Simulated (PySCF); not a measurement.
**wB97X-V/STO-3G run of BCl (SMILES [B]Cl)**

What is the vertical singlet–triplet gap of BCl at wB97X-V/STO-3G? The job is set up through a Python script.

The results are computed with PySCF 2.14.0.

12 further runs of the same task are left out: 3 that didn't finish, 9 set aside as unsound or not needed.

**1. The structure to begin with**

BCl has 2 atoms, charge 0, and is taken as a singlet. SMILES: `[B]Cl`. Geometry: relaxed at GFN2-xTB.

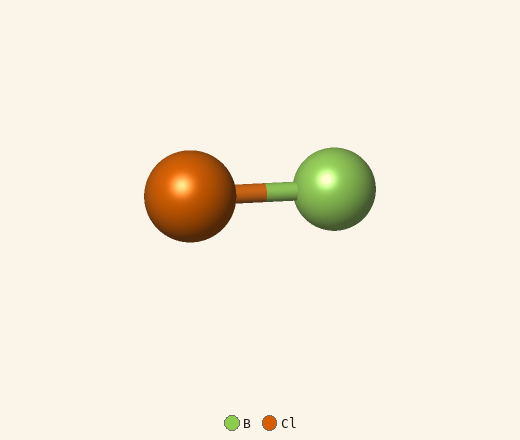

Viewed from a chosen angle; boron green, chlorine orange.

**2. The energy at wB97X-V/STO-3G**

Input file calc.py:

```python
from pyscf import gto, dft

molecule = gto.Mole()
molecule.atom = '''
B      0.000000     0.000000     0.000000
Cl     0.000000     0.000000     2.982989
'''
molecule.unit = 'bohr'
molecule.basis = 'sto-3g'
molecule.verbose = 4
molecule.max_memory = 1860
molecule.build()

ks = dft.RKS(molecule)
ks.xc = 'wb97x-v'
ks.nlcgrids.level = 1
ks.conv_tol = 1e-10
ks.grids.level = 5
ks.kernel()
if not ks.converged:
    ks = ks.newton().run(ks.mo_coeff, ks.mo_occ)

energy = ks.e_tot
print('E = %.10f Eh' % energy)
```

Launch:

```bash
OMP_NUM_THREADS=1 python calc.py
```

The program printed:

```text
PySCF version 2.14.0

[INPUT] num. atoms = 2
[INPUT] num. electrons = 22
[INPUT] charge = 0
[INPUT] spin (= nelec alpha-beta = 2S) = 0
[INPUT] symmetry False subgroup None
[INPUT] Mole.unit = bohr
[INPUT] Symbol           X                Y                Z      unit          X                Y                Z       unit  Magmom
[INPUT]  1 B      0.000000000000   0.000000000000   0.000000000000 AA    0.000000000000   0.000000000000   0.000000000000 Bohr   0.0
[INPUT]  2 Cl     0.000000000000   0.000000000000   1.578529799225 AA    0.000000000000   0.000000000000   2.982989000000 Bohr   0.0

nuclear repulsion = 28.4949089654705
number of shells = 8
number of NR pGTOs = 42
number of NR cGTOs = 14
basis = sto-3g
ecp = {}

******** <class 'pyscf.dft.rks.RKS'> ********
method = RKS
initial guess = minao
damping factor = 0
level_shift factor = 0
DIIS = <class 'pyscf.scf.diis.CDIIS'>
diis_start_cycle = 1
diis_space = 8
diis_damp = 0
SCF conv_tol = 1e-10
SCF conv_tol_grad = None
SCF max_cycles = 50
direct_scf = True
direct_scf_tol = 1e-13
XC library pyscf.dft.libxc version 7.0.0
    S. Lehtola, C. Steigemann, M. J.T. Oliveira, and M. A.L. Marques.,  SoftwareX 7, 1–5 (2018)
XC functionals = wb97x-v
    N. Mardirossian and M. Head-Gordon.,  Phys. Chem. Chem. Phys. 16, 9904-9924 (2014)
radial grids:
    Treutler-Ahlrichs [JCP 102, 346 (1995); DOI:10.1063/1.469408] (M4) radial grids

becke partition: Becke, JCP 88, 2547 (1988); DOI:10.1063/1.454033
pruning grids: <function nwchem_prune>
grids dens level: 5
symmetrized grids: False
atomic radii adjust function: <function treutler_atomic_radii_adjust>
** Following is NLC and NLC Grids **
NLC functional = wb97x-v
radial grids:
    Treutler-Ahlrichs [JCP 102, 346 (1995); DOI:10.1063/1.469408] (M4) radial grids

becke partition: Becke, JCP 88, 2547 (1988); DOI:10.1063/1.454033
pruning grids: <function nwchem_prune>
grids dens level: 1
symmetrized grids: False
atomic radii adjust function: <function treutler_atomic_radii_adjust>
small_rho_cutoff = 0
Set gradient conv threshold to 1e-05
Initial guess from minao.
tot grids = 86208
tot grids = 11496
init E= -479.512079671068
  HOMO = -0.196321845809857  LUMO = 0.0948843927774262  gap/eV = 7.92413
cycle= 1 E= -479.521018771931  delta_E= -0.00894  |g|= 0.189  |ddm|= 1.74
  HOMO = -0.286538848831007  LUMO = 0.136953437625501  gap/eV = 11.52381
cycle= 2 E= -479.534996175978  delta_E= -0.014  |g|= 0.0831  |ddm|= 0.523
  HOMO = -0.24812759884144  LUMO = 0.170640648336442  gap/eV = 11.39526
cycle= 3 E= -479.537809803254  delta_E= -0.00281  |g|= 0.00251  |ddm|= 0.157
  HOMO = -0.248681180913339  LUMO = 0.170968895258317  gap/eV = 11.41926
cycle= 4 E= -479.537813419788  delta_E= -3.62e-06  |g|= 0.000353  |ddm|= 0.00659
  HOMO = -0.248691623982811  LUMO = 0.170994955462508  gap/eV = 11.42025
cycle= 5 E= -479.537813515693  delta_E= -9.59e-08  |g|= 5.29e-05  |ddm|= 0.00164
  HOMO = -0.248691231493125  LUMO = 0.171001386703121  gap/eV = 11.42042
cycle= 6 E= -479.537813518362  delta_E= -2.67e-09  |g|= 6.33e-06  |ddm|= 0.000245
  HOMO = -0.248689933435876  LUMO = 0.171001343539001  gap/eV = 11.42038
cycle= 7 E= -479.537813518379  delta_E= -1.74e-11  |g|= 3.62e-07  |ddm|= 1.53e-05
  HOMO = -0.248689800788086  LUMO = 0.171001413870457  gap/eV = 11.42038
Extra cycle  E= -479.537813518379  delta_E= 3.98e-13  |g|= 7.25e-08  |ddm|= 8.4e-07
converged SCF energy = -479.537813518379
E = -479.5378135184 Eh
```

It took 7.8 s on 1 thread of Arm Neoverse N1, shared host; peak memory 0.16 GiB.

**3. The triplet at the same level**

Input file job.py:

```python
from pyscf import gto, dft

mol = gto.M(
    atom='''
B    0.000000   0.000000   0.000000
Cl   0.000000   0.000000   1.578530
''',
    basis='sto-3g',
    max_memory=1860,
    verbose=4,
    spin=2,
)

mf = dft.UKS(mol)
mf.xc = 'wb97x-v'
mf.conv_tol = 1e-10
mf.nlcgrids.level = 1
mf.grids.level = 5
mf.kernel()
if not mf.converged:
    mf = mf.newton().run(mf.mo_coeff, mf.mo_occ)

energy = mf.e_tot
print(f'total energy: {energy:.8f} hartree')
```

Launch:

```bash
OMP_NUM_THREADS=1 python job.py
```

The program printed:

```text
PySCF version 2.14.0

[INPUT] num. atoms = 2
[INPUT] num. electrons = 22
[INPUT] charge = 0
[INPUT] spin (= nelec alpha-beta = 2S) = 2
[INPUT] symmetry False subgroup None
[INPUT] Mole.unit = angstrom
[INPUT] Symbol           X                Y                Z      unit          X                Y                Z       unit  Magmom
[INPUT]  1 B      0.000000000000   0.000000000000   0.000000000000 AA    0.000000000000   0.000000000000   0.000000000000 Bohr   0.0
[INPUT]  2 Cl     0.000000000000   0.000000000000   1.578530000000 AA    0.000000000000   0.000000000000   2.982989379410 Bohr   0.0

nuclear repulsion = 28.4949053411719
number of shells = 8
number of NR pGTOs = 42
number of NR cGTOs = 14
basis = sto-3g
ecp = {}

******** <class 'pyscf.dft.uks.UKS'> ********
method = UKS
initial guess = minao
damping factor = 0
level_shift factor = 0
DIIS = <class 'pyscf.scf.diis.CDIIS'>
diis_start_cycle = 1
diis_space = 8
diis_damp = 0
SCF conv_tol = 1e-10
SCF conv_tol_grad = None
SCF max_cycles = 50
direct_scf = True
direct_scf_tol = 1e-13
number electrons alpha = 12  beta = 10
XC library pyscf.dft.libxc version 7.0.0
    S. Lehtola, C. Steigemann, M. J.T. Oliveira, and M. A.L. Marques.,  SoftwareX 7, 1–5 (2018)
XC functionals = wb97x-v
    N. Mardirossian and M. Head-Gordon.,  Phys. Chem. Chem. Phys. 16, 9904-9924 (2014)
radial grids:
    Treutler-Ahlrichs [JCP 102, 346 (1995); DOI:10.1063/1.469408] (M4) radial grids

becke partition: Becke, JCP 88, 2547 (1988); DOI:10.1063/1.454033
pruning grids: <function nwchem_prune>
grids dens level: 5
symmetrized grids: False
atomic radii adjust function: <function treutler_atomic_radii_adjust>
** Following is NLC and NLC Grids **
NLC functional = wb97x-v
radial grids:
    Treutler-Ahlrichs [JCP 102, 346 (1995); DOI:10.1063/1.469408] (M4) radial grids

becke partition: Becke, JCP 88, 2547 (1988); DOI:10.1063/1.454033
pruning grids: <function nwchem_prune>
grids dens level: 1
symmetrized grids: False
atomic radii adjust function: <function treutler_atomic_radii_adjust>
small_rho_cutoff = 0
Set gradient conv threshold to 1e-05
tot grids = 86208
tot grids = 11496
init E= -479.512079350423

[... the frontier-level lines of each cycle are left out ...]



cycle= 1 E= -479.428703382989  delta_E= 0.0834  |g|= 0.127  |ddm|= 1.73
cycle= 2 E= -479.451530956946  delta_E= -0.0228  |g|= 0.0427  |ddm|= 0.334
cycle= 3 E= -479.454843567211  delta_E= -0.00331  |g|= 0.0177  |ddm|= 0.114
cycle= 4 E= -479.455533932178  delta_E= -0.00069  |g|= 0.00308  |ddm|= 0.0727
cycle= 5 E= -479.455552457924  delta_E= -1.85e-05  |g|= 0.000821  |ddm|= 0.0108
cycle= 6 E= -479.455554266477  delta_E= -1.81e-06  |g|= 0.000182  |ddm|= 0.00362
cycle= 7 E= -479.455554356629  delta_E= -9.02e-08  |g|= 3.16e-05  |ddm|= 0.00077
cycle= 8 E= -479.455554359164  delta_E= -2.53e-09  |g|= 3.43e-06  |ddm|= 0.000146
cycle= 9 E= -479.455554359179  delta_E= -1.5e-11  |g|= 3.13e-07  |ddm|= 1.04e-05
Extra cycle  E= -479.455554359179  delta_E= -2.84e-13  |g|= 1.61e-07  |ddm|= 1.02e-06
converged SCF energy = -479.455554359179  <S^2> = 2.0033916  2S+1 = 3.0022602
total energy: -479.45555436 hartree
```

It took 10 s on 1 thread of Arm Neoverse N1, shared host; peak memory 0.17 GiB.

**4. Outcome**

Level: wB97X-V/STO-3G.

```
                                        quantity          value
                           singlet: total energy  -479.53781 Eh
                          singlet: dipole moment         0.80 D
                            singlet: HOMO energy       -6.77 eV
                            singlet: LUMO energy        4.65 eV
                          singlet: HOMO–LUMO gap       11.42 eV
                           triplet: total energy  -479.45555 Eh
                          triplet: dipole moment         0.99 D
     triplet: HOMO energy (highest over α and β)       -4.34 eV
      triplet: LUMO energy (lowest over α and β)        2.92 eV
                                   triplet: ⟨S²⟩          2.003
vertical energy of the triplet above the singlet       2.238 eV
```

**Reading.** At this shape the triplet lies 2.24 eV (216 kJ/mol) above the singlet. In a minimal basis such a difference can be off by several eV, whatever the method.
